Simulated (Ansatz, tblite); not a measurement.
Bond stretch in Te(Cl)4, SMILES Cl[Te](Cl)(Cl)Cl. The Te1–Cl5 bond (Te1 also carries Cl, Cl, Cl; Cl5 carries nothing else) is varied alone, starting from the PBE0/def2-TZVP, def2 effective core potentials past Kr optimised geometry.

```
5

Te     0.0000     0.0000     0.0000
Cl    -2.4331     0.0382     0.0280
Cl     0.0000     2.2575    -0.4312
Cl     2.4336     0.0352     0.0298
Cl     0.0000     0.0000     2.2985
```

- UKS-PBE = unrestricted PBE/def2-TZVP, def2 effective core potentials past Kr run with Ansatz (a program for electronic structure)
- UKS-PBE0 = unrestricted PBE0/def2-TZVP, def2 effective core potentials past Kr run with Ansatz
- RKS-PBE0 = restricted PBE0/def2-TZVP, def2 effective core potentials past Kr in Ansatz
- RKS-PBE = restricted PBE/def2-TZVP, def2 effective core potentials past Kr in Ansatz
- GFN2-xTB, 300 K electronic temperature (tblite)

Energies are in eV, each relative to the lowest point of its own curve near equilibrium.

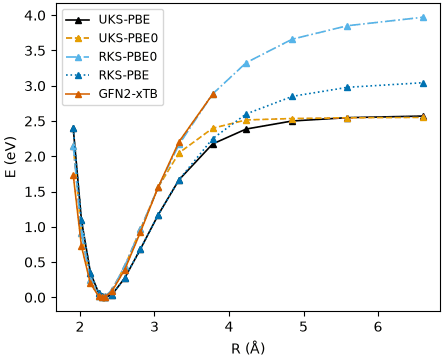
Figure. Energy against bond length for each method.

```csv
R / Å,UKS-PBE,UKS-PBE0,RKS-PBE0,RKS-PBE,GFN2-xTB
1.91,2.394,2.150,2.150,2.394,1.734
2.02,1.092,0.909,0.909,1.092,0.724
2.14,0.352,0.240,0.240,0.352,0.197
2.25,0.063,0.019,0.019,0.063,0.017
2.30,0.013,0.000,0.000,0.013,0.000
2.34,0.000,0.012,0.012,0.000,0.008
2.43,0.039,0.106,0.106,0.039,0.086
2.60,0.271,0.439,0.439,0.271,0.391
2.81,0.682,0.962,0.962,0.682,0.921
3.05,1.169,1.561,1.561,1.169,1.564
3.33,1.667,2.049,2.168,1.668,2.208
3.78,2.175,2.397,2.883,2.249,2.880
4.23,2.386,2.515,3.327,2.599,—
4.85,2.501,2.536,3.661,2.849,—
5.59,2.548,2.546,3.851,2.978,—
6.60,2.570,2.552,3.971,3.043,—
```

At the longest distance, 6.60 Å, RKS-PBE0 lies highest above its minimum (3.971 eV) and UKS-PBE0 lowest (2.552 eV).

Dashes: no converged value, or the column stops at the first point that the program doubted or that broke a chosen test of continuity, which isn't proof of a fault.

The unrestricted determinant behind UKS-PBE is spin-contaminated at 3.33 to 6.60 Å (<S²> up to 0.9, against 0.00 for a pure singlet). The unrestricted determinant behind UKS-PBE0 is spin-contaminated at 3.33 to 6.60 Å (<S²> up to 1.0, against 0.00 for a pure singlet). The restricted form behind RKS-PBE0, RKS-PBE keeps the bonding electrons paired and can't separate into open-shell fragments.
